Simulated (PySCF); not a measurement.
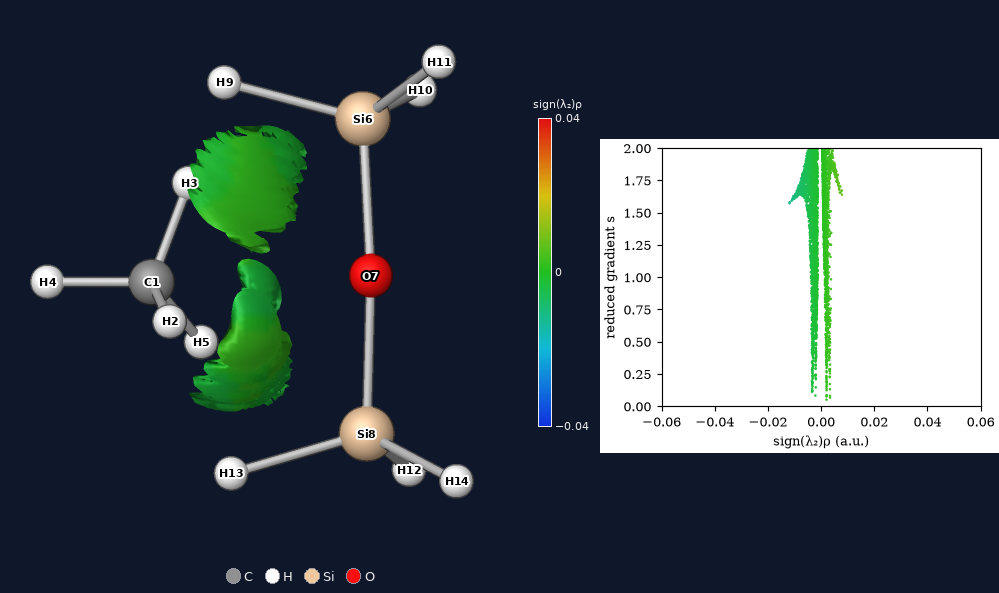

CH₁₀OSi₂, SMILES `C.[SiH3]O[SiH3]`. Non-covalent interaction surfaces between the fragments (reduced density gradient s = 0.5, coloured by sign(λ₂)ρ in a.u.; trimmed to the region between the fragments where ρ is under 0.06 a.u.). Fragment A: H4C (atoms 1–5); fragment B: Si2H6O. The plot gives s against sign(λ₂)ρ for grid points between the fragments.

PySCF calculation, HF/def2-TZVP, gas phase; geometry: GFN2-xTB.

Input script:

```python
import numpy as np
from pyscf import gto, scf, dft
from pyscf.scf import atom_ks, atom_hf
from scipy.linalg import block_diag
from pyscf.dispersion import dftd3

def solve(mol, dm0=None, hcore=None):
    mf = scf.UHF(mol) if mol.spin else scf.RHF(mol)
    mf = mf.density_fit(auxbasis='def2-universal-jkfit')
    mf.conv_tol, mf.max_cycle = 1e-8, 80
    if hcore is not None:
        mf.get_hcore = lambda *args: hcore
    mf.kernel(dm0)
    if not mf.converged:
        mf = mf.newton().run(mf.mo_coeff, mf.mo_occ, max_cycle=30)
    assert mf.converged, 'SCF not converged'
    return mf

mol = gto.M(atom='''
C     -3.01985     0.24393    -0.00130
H     -2.08578     0.59125    -0.42293
H     -2.90367    -0.78119     0.32552
H     -3.80100     0.29990    -0.74854
H     -3.28569     0.86474     0.84439
Si     0.52959    -1.65427     0.00760
O      0.86422    -0.07262    -0.03935
Si     0.85394     1.54348     0.00793
H     -0.26760    -1.96181    -1.17858
H     -0.21494    -1.91338     1.23916
H      1.82868    -2.32222    -0.00349
H      0.03387     1.95213     1.14716
H      0.28035     2.00102    -1.25776
H      2.25161     1.93803     0.16024
''', basis='def2-tzvp', charge=0, spin=0, verbose=4)
mol_a = gto.M(atom='''
C     -3.01985     0.24393    -0.00130
H     -2.08578     0.59125    -0.42293
H     -2.90367    -0.78119     0.32552
H     -3.80100     0.29990    -0.74854
H     -3.28569     0.86474     0.84439
ghost-Si     0.52959    -1.65427     0.00760
ghost-O      0.86422    -0.07262    -0.03935
ghost-Si     0.85394     1.54348     0.00793
ghost-H     -0.26760    -1.96181    -1.17858
ghost-H     -0.21494    -1.91338     1.23916
ghost-H      1.82868    -2.32222    -0.00349
ghost-H      0.03387     1.95213     1.14716
ghost-H      0.28035     2.00102    -1.25776
ghost-H      2.25161     1.93803     0.16024
''', basis='def2-tzvp', charge=0, spin=0, verbose=4)
mol_b = gto.M(atom='''
ghost-C     -3.01985     0.24393    -0.00130
ghost-H     -2.08578     0.59125    -0.42293
ghost-H     -2.90367    -0.78119     0.32552
ghost-H     -3.80100     0.29990    -0.74854
ghost-H     -3.28569     0.86474     0.84439
Si     0.52959    -1.65427     0.00760
O      0.86422    -0.07262    -0.03935
Si     0.85394     1.54348     0.00793
H     -0.26760    -1.96181    -1.17858
H     -0.21494    -1.91338     1.23916
H      1.82868    -2.32222    -0.00349
H      0.03387     1.95213     1.14716
H      0.28035     2.00102    -1.25776
H      2.25161     1.93803     0.16024
''', basis='def2-tzvp', charge=0, spin=0, verbose=4)
ab, a, b = solve(mol), solve(mol_a), solve(mol_b)
e_int = ab.e_tot - a.e_tot - b.e_tot
print('counterpoise-corrected interaction energy / kcal/mol', e_int * 627.5095)
def disp(atoms, charge):
    m = gto.M(atom=atoms, charge=charge, basis='sto-3g', spin=None, unit='Bohr', verbose=0)
    return dftd3.DFTD3Dispersion(m, xc='hf', version='d3bj').get_dispersion()['energy']
e_disp = disp(mol._atom, mol.charge) - disp(mol._atom[:5], mol_a.charge) - disp(mol._atom[5:], mol_b.charge)
print('D3(BJ) part / kcal/mol', e_disp * 627.5095)
# spherically averaged free atoms, for the promolecule
atm = scf.atom_hf.get_atm_nrhf(mol)
pro = block_diag(*[(atm[a[0]][2] * atm[a[0]][3]) @ atm[a[0]][2].T for a in mol._atom])
np.savez('result.npz', e_int=e_int, e_disp=e_disp, dm_a=a.make_rdm1(), dm_b=b.make_rdm1(), c=ab.mo_coeff, occ=ab.mo_occ, eps=ab.mo_energy, pro=pro, d=[f.dip_moment(verbose=0) for f in (ab, a, b)])
```

Run with:

```sh
OMP_NUM_THREADS=1 python input.py
```

The run took 10 s on 1 thread of Intel(R) Xeon(R) Processor @ 2.70GHz, on a shared host, peak memory 0.46 GiB.

Partitions, critical points and surface values were worked out afterwards from this run's density.

**Interpret the surfaces between the fragments.**

Bond critical points between the fragments: H2···O7, 3.05 Å, ρ = 0.003 a.u.; H3···H10, H···H contact, 3.06 Å, ρ = 0.002 a.u. All are weak and appear green (van der Waals range). Several contacts close a ring, whose ring point adds a part with positive λ₂ between them. The pose is a local one from a semi-empirical search, not shown to be the most stable.

**How strongly are they bound?**

The counterpoise-corrected interaction energy of the frozen fragments is +0.9 kcal/mol without dispersion correction and −1.6 kcal/mol with D3(BJ). The pair geometry is semi-empirical, not a minimum at this level.
